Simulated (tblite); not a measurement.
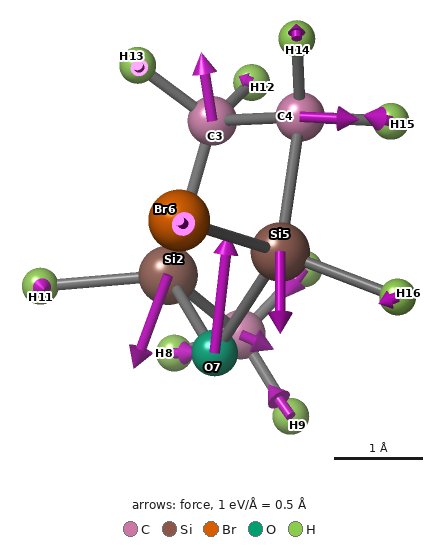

Starting geometry of C$_{3}$H$_{9}$BrOSi$_{2}$ with the computed forces as purple arrows. A ball-and-stick model, seen from a free direction.

All numbers below come from GFN2-xTB geometry optimisation, gas phase (tblite 0.8.0). 

Question: What follows when this structure is relaxed?

Answer: It isn't relaxed: the largest force vector, on the O atom, is 2.76 eV/Å. The final displacements have little in common with the starting forces (cosine between the two patterns 0.26). The atom that moves furthest after the best rigid fit is an H atom (0.78 Å). Largest moves by element: H 0.78 Å, O 0.25 Å, Br 0.20 Å, Si 0.14 Å, C 0.12 Å. Among the contacts that change: O–Si 1.712 → 1.621 Å, C–Si 1.842 → 1.916 Å, O–Si 1.709 → 1.653 Å, Br–Si 2.246 → 2.202 Å. Bond angles that change, for instance: Si–O–Si 105.5° → 119.2°, C–Si–H 107.9° → 120.3°, C–Si–O 107.8° → 98.5°. Groups turn about C–Si by about 45°. The energy falls by 0.644 eV in 113 geometry steps. Cost: 1.1 s on 1 thread of Intel(R) Xeon(R) Platinum 8488C, with other jobs on the host.
